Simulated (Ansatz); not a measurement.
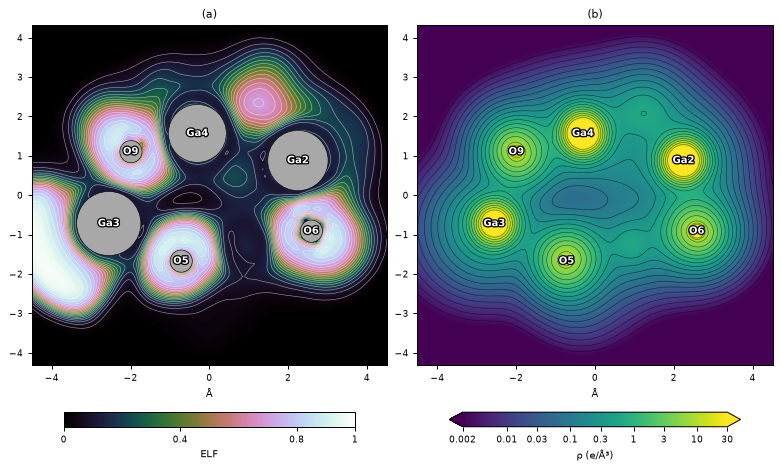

The picture shows: Ga$_{4}$O$_{6}$. (a) electron localisation function; (b) total electron density on the plane of atoms Ga4, Ga2 and O6. Grey discs cover the atomic cores in the ELF map.

Geometry: PBE-D4/def2-SVP.

These are results of RKS PBE0-D4/def2-TZVP (Ansatz 0.2.0), not measurements.

```yaml
atoms:
  - { symbol: Ga, position_ang: [0.6977, 1.2734, -0.4098] }
  - { symbol: Ga, position_ang: [-1.1425, 0.2270, -1.9668] }
  - { symbol: Ga, position_ang: [1.0012, -0.7458, 2.5181] }
  - { symbol: Ga, position_ang: [-0.6375, -1.5918, -0.1143] }
  - { symbol: O, position_ang: [0.4687, 1.0234, 1.5115] }
  - { symbol: O, position_ang: [-0.6128, 1.9291, -1.5769] }
  - { symbol: O, position_ang: [1.8802, 1.5243, 0.9721] }
  - { symbol: O, position_ang: [0.5201, -0.4829, -1.1917] }
  - { symbol: O, position_ang: [-0.1089, -1.9785, 1.5121] }
  - { symbol: O, position_ang: [-2.0662, -1.1782, -1.2542] }
```

Q: What does the map show?

A:
- The plane passes through Ga and O nuclei.
- Ga–O (1.75 Å): the density is about 1 e/Å³ at the midpoint; the ELF peaks at about 0.80 in the valence shell of O, 0.6 Å from its nucleus, and is about 0.25 at the midpoint.
- Ga–Ga (2.64 Å): ρ at the midpoint is about 0.29 e/Å³; the ELF is about 0.15 at the midpoint.
- Ga–O (1.82 Å): ρ is about 0.85 e/Å³ halfway; the ELF peaks at about 0.80 in the valence shell of O, 0.6 Å from its nucleus, and is about 0.30 at the midpoint.
- Ga–O (1.94 Å): ρ is about 0.62 e/Å³ halfway; the ELF peaks at about 0.85 in the valence shell of O, 0.6 Å from its nucleus, and is about 0.20 at the midpoint.
- The ELF also peaks beside O6 and O9, away from the bonds: lone-pair regions.
